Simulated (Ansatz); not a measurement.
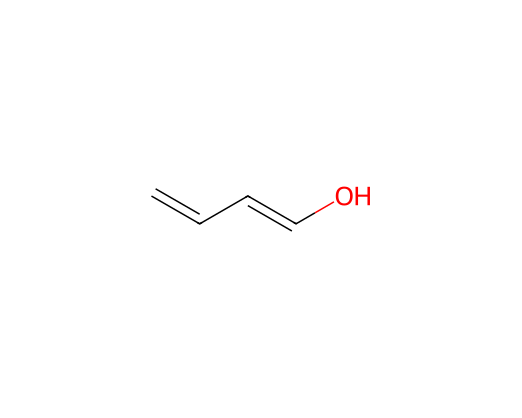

Skeletal drawing of a molecule.

Give its SMILES.

Answer. C=C/C=C/O

What is the molecular formula?

Answer. C4H6O.

An optimisation with PBE0-D4/def2-TZVP gave a structure of which point group?

Answer. Cs. Other conformers may differ.

The parts below concern this one geometry. Atoms keep their numbers from picture to picture. Computed geometry: PBE0-D4/def2-TZVP optimisation.

Shape

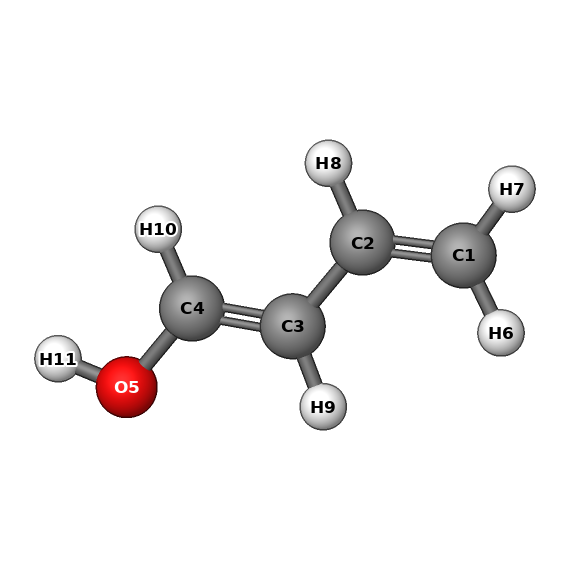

Give the bond lengths.

| bond | length (Å) | order |
| --- | --- | --- |
| C1–C2 | 1.334 | double |
| C1–H6 | 1.085 | single |
| C1–H7 | 1.083 | single |
| C2–C3 | 1.442 | single |
| C2–H8 | 1.089 | single |
| C3–C4 | 1.334 | double |
| C3–H9 | 1.086 | single |
| C4–O5 | 1.353 | single |
| C4–H10 | 1.088 | single |
| O5–H11 | 0.959 | single |

Thermal motion

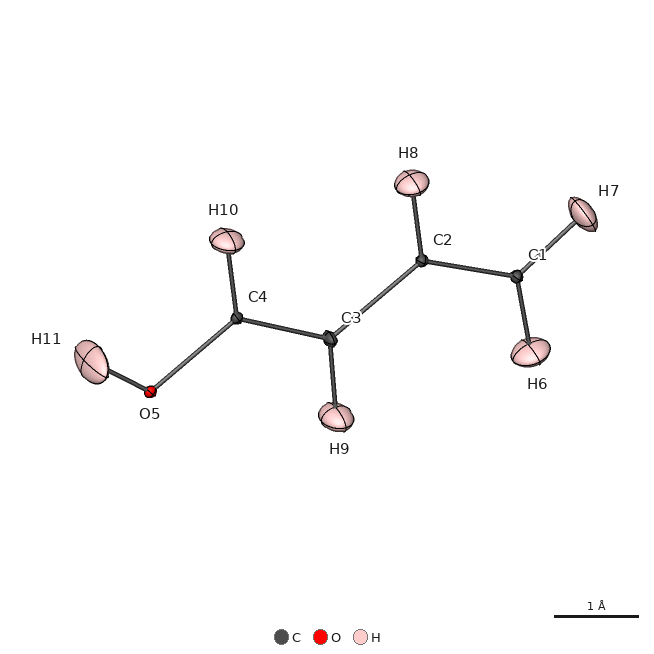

Displacement ellipsoids at the 50 % level, from the internal vibrations of the free molecule (harmonic, no overall translation or rotation; no half-axis is drawn under 0.075 Å). Vibrations computed with RKS PBE0-D4/def2-TZVP (Ansatz 0.2.0). Temperature: 200 K.

Give the displacement parameters, one line for each set of equivalent atoms.

| atom | U_eq (Å²) | rms amplitudes (Å) |
| --- | --- | --- |
| C1 | 0.0024 | 0.034, 0.049, 0.061 |
| C2 | 0.0019 | 0.032, 0.044, 0.053 |
| C3 | 0.0041 | 0.031, 0.058, 0.089 |
| C4 | 0.0017 | 0.032, 0.042, 0.048 |
| O5 | 0.0018 | 0.031, 0.045, 0.050 |
| H6 | 0.0194 | 0.079, 0.154, 0.168 |
| H7 | 0.0205 | 0.081, 0.149, 0.181 |
| H8 | 0.0160 | 0.080, 0.130, 0.157 |
| H9 | 0.0191 | 0.090, 0.124, 0.184 |
| H10 | 0.0160 | 0.080, 0.128, 0.159 |
| H11 | 0.0322 | 0.075, 0.135, 0.270 |

Dipole moment

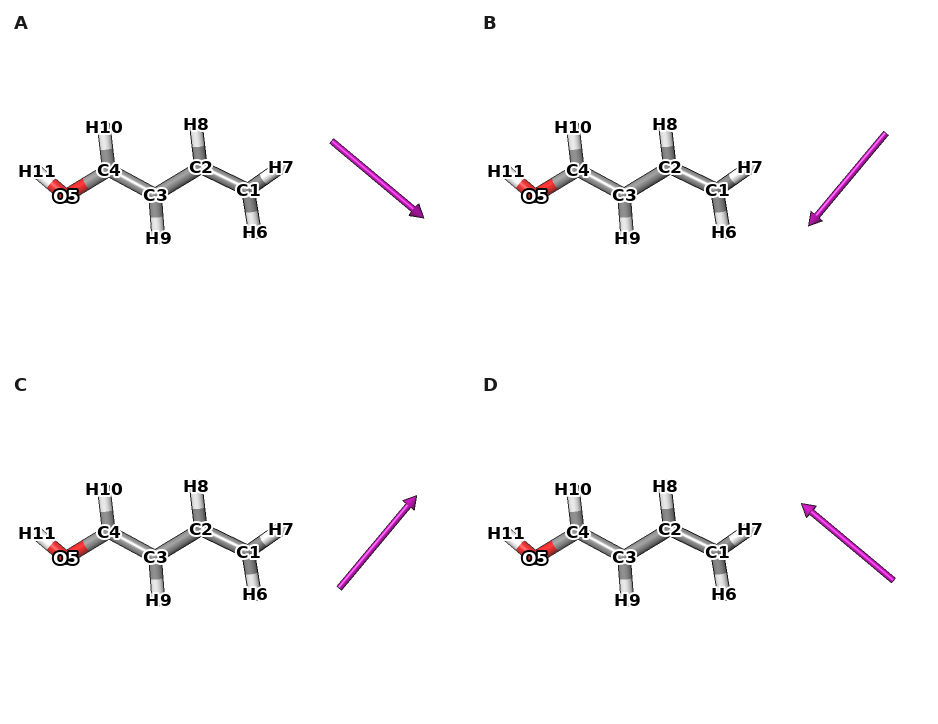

The same molecule four times, each with an arrow. Properties computed with RKS PBE-D4/def2-TZVPP (Ansatz 0.2.0).

Which arrow points along the dipole moment, from the negative to the positive end?

Answer. D. The dipole moment is 2.33 D; it points from the side of H6 to the side of H11 (the outermost atoms at the two ends).

Electronic properties

Method: RKS revPBE-D4/def2-TZVPP (Ansatz 0.2.0).

Predict the main results.

- HOMO energy (Kohn–Sham orbital): −4.93 eV
- LUMO energy (Kohn–Sham orbital): −1.13 eV
- HOMO–LUMO gap: 3.80 eV
- dispersion correction: −62.4 kJ/mol
